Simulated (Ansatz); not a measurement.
## How methods differ on GaH3F− (SMILES [F][GaH3-])

The species is GaH3F− (5 atoms), meant as a singlet with charge -1. As SMILES, `[F][GaH3-]`. Geometry: a GFN2-xTB relaxation, a rough one for these elements and not checked as a minimum.

```xyz
5

F    -0.5006   -0.4959    1.5331
Ga    0.0294    0.0269   -0.0843
H    -0.8739    1.2297   -0.4738
H    -0.1773   -1.1961   -1.0215
H     1.5223    0.4354    0.0466
```

Each level gives the energy change with the F1–Ga2 bond stretched from 1.781 to 2.671 Å (eV). The values are calculated.

```
                        level                    kind  program  value (eV)  less FCI/STO-3G  CPU time (all runs)
       HF/STO-3G (restricted)            Hartree–Fock   Ansatz        4.09            +3.30               0.26 s
      PBE/STO-3G (restricted)                     GGA   Ansatz        2.46            +1.67                5.8 s
   r2SCAN/STO-3G (restricted)                meta-GGA   Ansatz        2.70            +1.91                 12 s
     PBE0/STO-3G (restricted)           global hybrid   Ansatz        3.05            +2.26                3.5 s
  r2SCAN0/STO-3G (restricted)         hybrid meta-GGA   Ansatz        3.22            +2.43                7.9 s
CAM-B3LYP/STO-3G (restricted)  range-separated hybrid   Ansatz        3.33            +2.54                5.2 s
    HSE06/STO-3G (restricted)  range-separated hybrid   Ansatz        3.04            +2.25                4.7 s
                   FCI/STO-3G      exact in the basis   Ansatz        0.79             0.00                 39 s
```

FCI/STO-3G is exact within its basis and frozen core, so for wave-function methods in that basis the difference is their error; functionals converge differently with the basis, so for them it is only a difference. A spin-restricted reference rises too steeply as a bond breaks; here HF/STO-3G, PBE/STO-3G, r2SCAN/STO-3G, PBE0/STO-3G, r2SCAN0/STO-3G, CAM-B3LYP/STO-3G, HSE06/STO-3G lie well above the multireference or unrestricted value. All-electron rows without a relativistic Hamiltonian named are non-relativistic. Sets without diffuse functions describe the anion poorly. The first shape isn't each level's own minimum. The values span 0.79 to 4.09 eV. All rows use very small basis sets, so none should be taken for the real molecule's value. CPU times are rough (shared hosts, several kinds of processor and program).

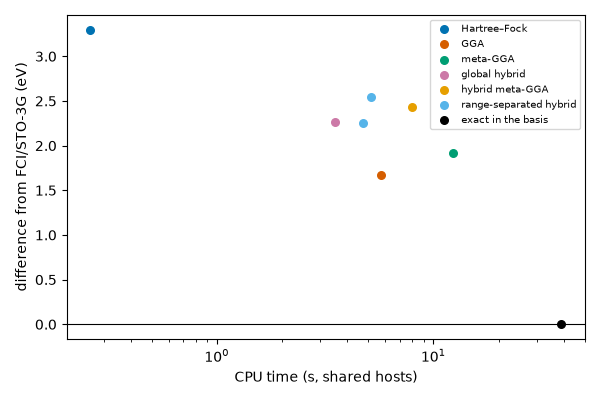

Difference from FCI/STO-3G against processor time, one point a level.
